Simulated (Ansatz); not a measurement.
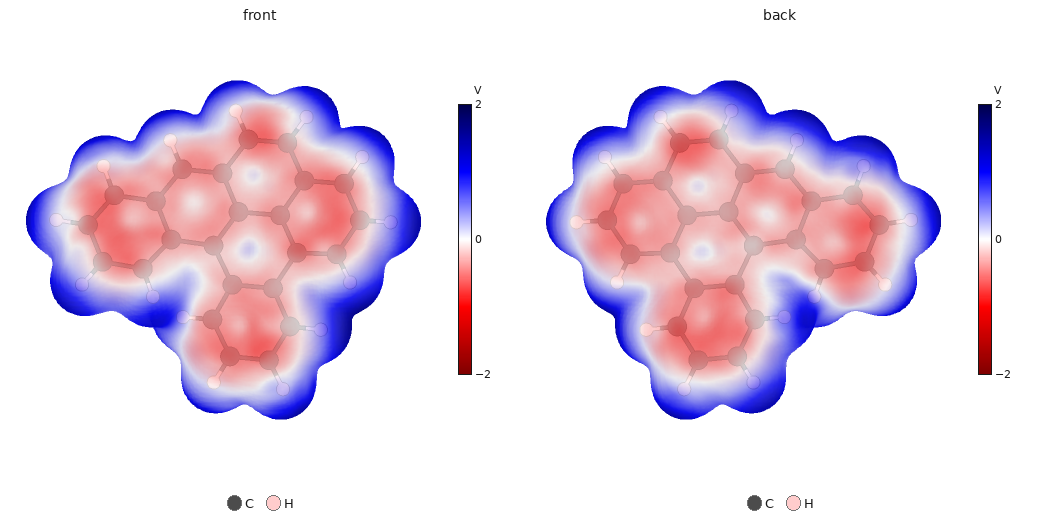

The picture shows: C$_{24}$H$_{14}$ (SMILES c1ccc2c(c1)cc3ccc4cccc5c6ccccc6c2c3c45). The molecular electrostatic potential painted on the density surface at 0.004 e/bohr³, seen from the front and from behind; the colour scale runs from red (negative) to blue (positive).

Method: DFT PBE0, Gaussian basis def2-TZVP in Ansatz 0.2.0.

Input file:

```
crystal:
  periodic: [false, false, false]
  atoms:
    - { symbol: C, position_ang: [4.778217, -0.49427938, 1.12631039] }
    - { symbol: C, position_ang: [4.20204913, 0.7831181, 1.33270081] }
    - { symbol: C, position_ang: [2.8716151, 1.01068996, 1.04480591] }
    - { symbol: C, position_ang: [2.02246542, -0.01781963, 0.53255767] }
    - { symbol: C, position_ang: [2.59083459, -1.33931179, 0.44585983] }
    - { symbol: C, position_ang: [3.97979614, -1.53325514, 0.70830462] }
    - { symbol: C, position_ang: [1.75654416, -2.44119, 0.16279781] }
    - { symbol: C, position_ang: [0.38150034, -2.29527937, 0.05173439] }
    - { symbol: C, position_ang: [-0.47957065, -3.44500132, -0.07945464] }
    - { symbol: C, position_ang: [-1.83053597, -3.31432878, -0.10482441] }
    - { symbol: C, position_ang: [-2.45575173, -2.01670985, -0.02437723] }
    - { symbol: C, position_ang: [-3.85291156, -1.8894225, 0.02253743] }
    - { symbol: C, position_ang: [-4.44420677, -0.63151616, 0.12161256] }
    - { symbol: C, position_ang: [-3.65370741, 0.51620122, 0.13977266] }
    - { symbol: C, position_ang: [-2.24919458, 0.44128591, 0.06627824] }
    - { symbol: C, position_ang: [-1.39829405, 1.62643258, -0.04824662] }
    - { symbol: C, position_ang: [-1.95616859, 2.91229761, -0.24188131] }
    - { symbol: C, position_ang: [-1.16847817, 4.01995078, -0.50915453] }
    - { symbol: C, position_ang: [0.220038, 3.86163848, -0.63770859] }
    - { symbol: C, position_ang: [0.79443693, 2.61865502, -0.42321272] }
    - { symbol: C, position_ang: [0.02310205, 1.48302646, -0.06119314] }
    - { symbol: C, position_ang: [0.63036999, 0.17080249, 0.18976577] }
    - { symbol: C, position_ang: [-0.19894653, -0.97301293, 0.07704099] }
    - { symbol: C, position_ang: [-1.63552635, -0.8436126, 0.02189281] }
    - { symbol: H, position_ang: [5.83794865, -0.65873298, 1.33641756] }
    - { symbol: H, position_ang: [4.81112162, 1.59322176, 1.74183094] }
    - { symbol: H, position_ang: [2.453222, 1.99028243, 1.265683] }
    - { symbol: H, position_ang: [4.39104128, -2.5405544, 0.59872557] }
    - { symbol: H, position_ang: [2.19912008, -3.43908011, 0.09757402] }
    - { symbol: H, position_ang: [-0.01365233, -4.43260226, -0.13037121] }
    - { symbol: H, position_ang: [-2.47449522, -4.19491115, -0.17542391] }
    - { symbol: H, position_ang: [-4.47081208, -2.79071303, -0.00754676] }
    - { symbol: H, position_ang: [-5.5318309, -0.54036478, 0.17689833] }
    - { symbol: H, position_ang: [-4.1465155, 1.48609673, 0.20570558] }
    - { symbol: H, position_ang: [-3.03843201, 3.03820159, -0.21801433] }
    - { symbol: H, position_ang: [-1.63226675, 4.9974477, -0.66262474] }
    - { symbol: H, position_ang: [0.84820671, 4.70860415, -0.92497931] }
    - { symbol: H, position_ang: [1.86435595, 2.50786688, -0.58316319] }
basis:
  gaussian: { orbitals: def2-TZVP }
hamiltonian:
  xc: pbe0
output:
  orbitals: {}
```

Launched as:

```sh
ansatz run input.yaml --threads 8 --pin off --max-ram 20480MiB --backend cpu --events-out ev --progress --plain --runs-dir out
```

### Where is the surface potential most negative and most positive?

The most negative region (about −0.6 V) lies over the π face of the C atoms, the most positive (about +1.5 V) over H29, H30, H34 and H35.
